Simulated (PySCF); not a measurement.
## A study: C5H8F2S, SMILES `FC[CH]1SCC[CH]1F`

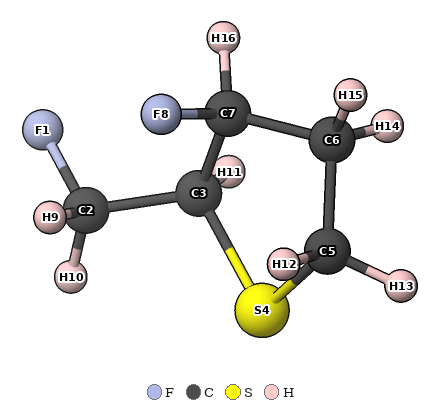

The molecule, with its atoms numbered as below. No frequency check shows the geometry to be a minimum.

Geometry (Å), atoms numbered from 1:

```
F1      -2.8065    0.0302   -0.2696
C2      -1.7403   -0.5859    0.3368
C3      -0.4785   -0.3455   -0.4791
S4       0.8726   -1.4548    0.0886
C5       2.0626   -0.0832    0.2963
C6       1.5635    1.0241   -0.6160
C7       0.0581    1.0868   -0.3941
F8      -0.1806    1.6176    0.8559
H9      -1.6535   -0.1722    1.3452
H10     -1.9681   -1.6549    0.3826
H11     -0.6818   -0.5898   -1.5254
H12      2.0488    0.2270    1.3412
H13      3.0513   -0.4479    0.0309
H14      1.7611    0.7834   -1.6609
H15      2.0294    1.9784   -0.3701
H16     -0.4580    1.7442   -1.1026
```

## 1. Bonding charge

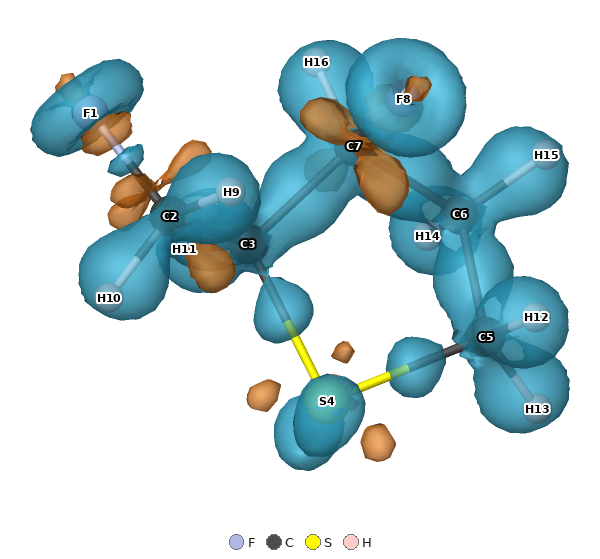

Deformation density (molecule less spherical, spin-averaged free atoms at the same positions), surfaces at ±0.16 e/Å³; light blue: gain, orange: loss.

Method: HF/def2-SVPD; geometry: GFN2-xTB; program: PySCF.

Question: How much density has each bond gained at its critical point, relative to the free atoms?

Answer: The five largest and four smallest: C2–H9: +0.81 e/Å³ at the bond critical point (bond length 1.09 Å). C7–H16: +0.79 e/Å³ at the bond critical point (bond length 1.10 Å). C2–H10: +0.79 e/Å³ at the bond critical point (bond length 1.09 Å). C5–H12: +0.74 e/Å³ at the bond critical point (bond length 1.09 Å). C3–H11: +0.73 e/Å³ at the bond critical point (bond length 1.09 Å). S4–C5: +0.32 e/Å³ at the bond critical point (bond length 1.83 Å). C3–S4: +0.31 e/Å³ at the bond critical point (bond length 1.84 Å). F1–C2: −0.09 e/Å³ at the bond critical point (bond length 1.37 Å); up to 0.6 Å beside the axis the gain reaches +0.26 e/Å³. C7–F8: −0.10 e/Å³ at the bond critical point (bond length 1.38 Å); up to 0.6 Å beside the axis the gain reaches +0.25 e/Å³. In all, 4.0 electrons gather in the regions of gain relative to the promolecule. A small or negative value marks a very polar bond, one between electron-rich atoms, whose free-atom densities already overlap strongly, a long bond to a heavier atom, or a closed-shell contact such as a hydrogen bond.

Question: Where do the Hirshfeld charges lie?

Answer: The highest Hirshfeld charge is on C7 (+0.08 e), the lowest on F1 (−0.18 e).

## 2. Bond critical points

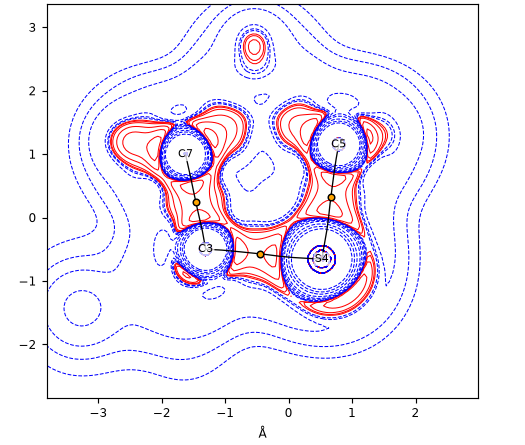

Negative Laplacian of the density (−∇²ρ) in the plane of C3, S4, C5 and C7 (solid red lines positive, dashed blue lines negative, contours at ±0.02 to ±8 a.u.), with bond paths and bond critical points (dots).

Question: At which bond critical points in this plane is charge locally concentrated, and at which depleted?

Answer: Concentrated (∇²ρ < 0): C3–C7 (−0.71 a.u.); S4–C5 (−0.37 a.u.); C3–S4 (−0.36 a.u.). At none is it depleted.

Question: Where along S4–C5 does the critical point lie?

Answer: 1.00 Å from S4 and 0.83 Å from C5.

## 3. Electrostatic potential

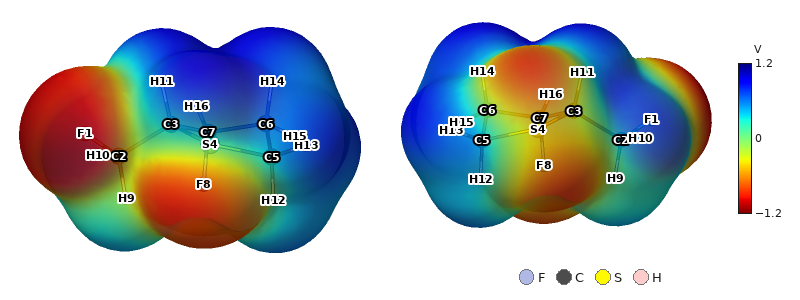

Electrostatic potential on the surface of electron density 0.001 a.u. (back view left, front view right).

Question: Where are the extremes of the potential on the surface?

Answer: Highest: 1.07 V, about equally far (1.6 Å) from H11 and H14. Further maxima include 0.87 V, 1.3 Å from H13; 0.82 V, 1.3 Å from H15. Lowest: −1.13 V, 1.6 Å from F1. Further minima include −0.95 V, 1.6 Å from F8; −0.84 V, 2.3 Å from S4. The surface is sampled at points, so like sites can differ by a few per cent and only the strongest of them is named.

## 4. Removing or adding an electron

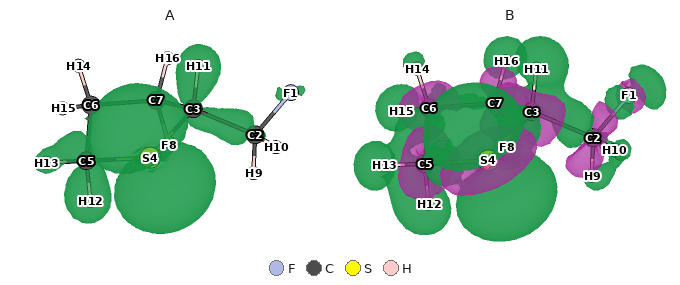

The Fukui function f⁻ from two separate SCF calculations and the density of the HOMO, at ±0.015 e/Å³ (green positive, purple negative).

Computed with PySCF, ωB97X/6-31+G*, geometry: GFN2-xTB.

Question: Which panel is which, and how good is the frozen-orbital picture?

Answer: B is f⁻ (it has negative regions), A the HOMO density. The HOMO lies on S4 (75 %) and C3 and C5 (6 % each); f⁻ (Hirshfeld-condensed) is largest on S4 (0.51); the vertical ionisation energy is 8.94 eV (the stability of the cation's solution wasn't checked). Relaxation shifts 26 % of the electron between atoms. The orbital energy is −9.08 eV.

The PySCF runs shown took 15 s and 8.1 min on 1 thread of AMD EPYC (Zen 3), with other jobs on the host.
